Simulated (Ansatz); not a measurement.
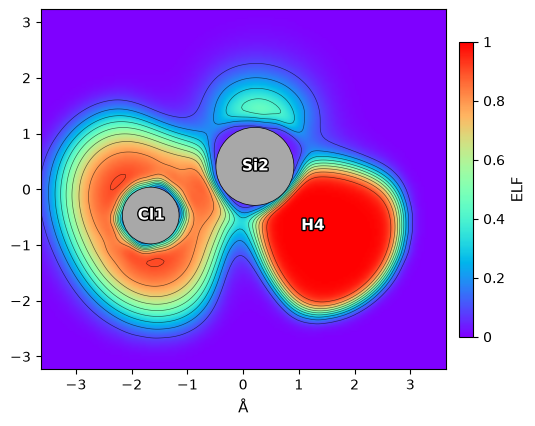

*ClH$_{3}$Si. Electron localisation function on the plane of atoms Cl1, Si2 and H4. Grey discs cover the atomic cores.*

Geometry: PBE0-D3(BJ)/def2-SVP.

These are results of isolated molecule in a Gaussian basis; Kohn-Sham density functional theory, functional PBE0 in Ansatz 0.2.0, not measurements.

```csv
atom,x (Å),y (Å),z (Å)
Cl,1.6676,-1.4685,-1.8591
Si,-0.3006,-0.9597,-2.2369
H,-1.1157,-2.2039,-2.3036
H,-0.3700,-0.2337,-3.5349
H,-0.7922,-0.0858,-1.1363
```

Interpret the plot.

The plane passes through Cl, Si and H nuclei. Si–Cl (2.07 Å): the ELF peaks at about 0.85 between the atoms, as expected for a polar covalent bond. Si–H (1.49 Å): the ELF climbs to about 1 towards the hydrogen, as it does in any bond to H. The ELF also peaks beside Cl1, away from the bonds: lone-pair regions.
